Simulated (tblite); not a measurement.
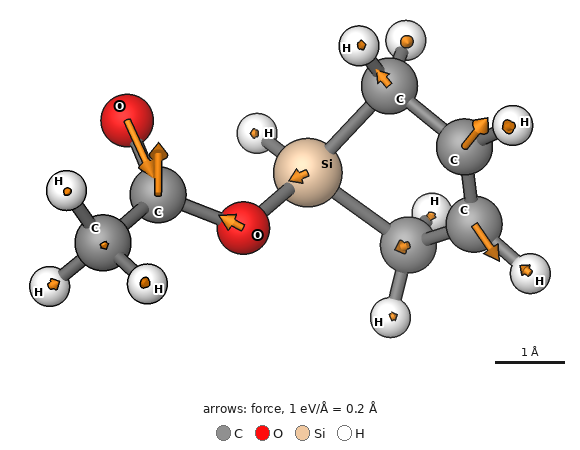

Starting geometry of C6H10O2Si with the computed forces as orange arrows. A ball-and-stick model, seen at a tilt.

Method: GFN2-xTB geometry optimisation, gas phase (tblite). 

Question: Is this structure relaxed? If not, where do the atoms go?

Answer: It isn't relaxed: the largest force vector, on an O atom, is 5.02 eV/Å. The final displacements have little in common with the starting forces (cosine between the two patterns 0.13). After 121 geometry steps the energy has fallen by 1.059 eV. The atom that moves furthest after the best rigid fit is an H atom (0.98 Å). Largest moves by element: H 0.98 Å, O 0.54 Å, C 0.40 Å, Si 0.10 Å. Near-neighbour distances that change, for instance: C–O 1.283 → 1.201 Å, C–O 1.397 → 1.328 Å, O–Si 1.722 → 1.671 Å, C–H 1.130 → 1.081 Å. Among the angles between lasting bonds that change: C–C–O 121.7° → 112.7°, Si–C–H 104.4° → 113.4°, O–Si–H 115.8° → 108.5°. Groups turn about C–Si by about 35°, C–Si by about 35°, C–C by about 30°. The run took 1.7 s on 1 thread of Arm Neoverse N1, on a shared host.
